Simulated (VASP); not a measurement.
Band structure of Ni2H (space group P3m1). All values below come from LDA (Ceperley-Alder, Perdew-Zunger), VASP's LDA PAW potentials (set 64) (plane waves; VASP).

The run has a spin-polarised start.

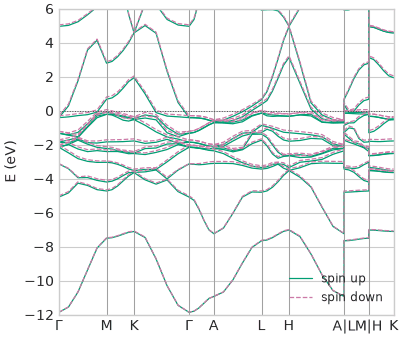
*Bands along high-symmetry lines, zero at the valence-band maximum or, without a gap, the Fermi level*

Task: Read the plot: is there a gap, and where are the band edges?

Result: It has no gap at this level: it comes out as a metal or semimetal.

The structure comes from a computed database's Ni2H entry (P3m1); how it stands against other phases isn't given here. The cell was not relaxed at this level.
